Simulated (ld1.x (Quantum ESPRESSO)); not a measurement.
```
Element                 : molybdenum (Mo)
Generator               : ld1.x (Quantum ESPRESSO) 7.5
Type                    : norm-conserving Troullier–Martins (Kleinman–Bylander form)
Functional              : revPBE
Relativity              : scalar-relativistic
Frozen core             : [Kr]
Valence charge          : 6
Reference configuration : 4d5 5s1 5p0
Partial waves           : 5s (bound): rc 2.35 bohr; 5p (bound, empty): rc 3.05 bohr; 4d (bound): rc 1.85 bohr
Local potential         : all-electron potential smoothed inside 2.50 bohr (lloc = -1)
Core correction         : Bessel-smoothed model core inside 0.85 bohr
```

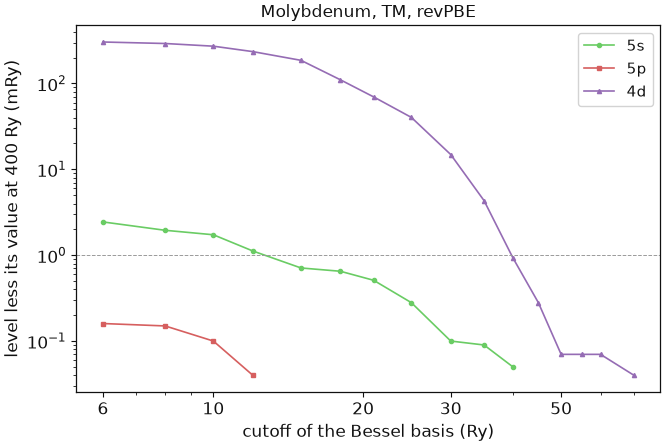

The pseudo-atom Hamiltonian at the reference potential is diagonalised in spherical Bessel functions (20 bohr box) up to the cutoff. Curves: distance of each valence level from its value at 400 Ry.

### What cutoffs are needed for 10 mRy and 1 mRy in the sum of levels?

40 Ry and 50 Ry, on the ladder of cutoffs that was run.

### At which cutoff does each level come within 1 mRy for good?

5s: 15 Ry; 5p: 6 Ry or less; 4d: 40 Ry.

### Which occupied shell is the hardest?

4d: its level needs 40 Ry to come within 1 mRy, against 15 Ry for 5s.
